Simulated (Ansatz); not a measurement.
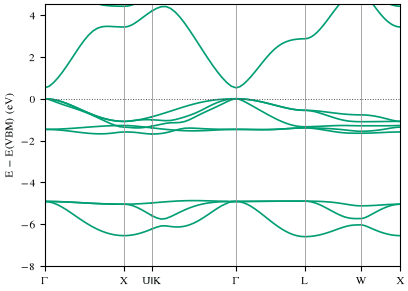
*Band structure from plane-wave PAW PBE (Ansatz code)*

Q: Read off the gap and where the band edges lie.

A: About 0.5 eV (0.52 eV by a search for the band edges); maximum at Γ, minimum at Γ.

Q: Which compound is it?
(A) GaAs, zinc blende
(B) PbS, zinc blende
(C) CuCl, zinc blende
(D) AlAs, zinc blende

A: C, CuCl, zinc blende

Space group F-43m (zinc blende). The PBE relaxation kept the symmetry of its start. The run is not spin-polarised.

Potentials: the earlier of the program's two PAW sets.
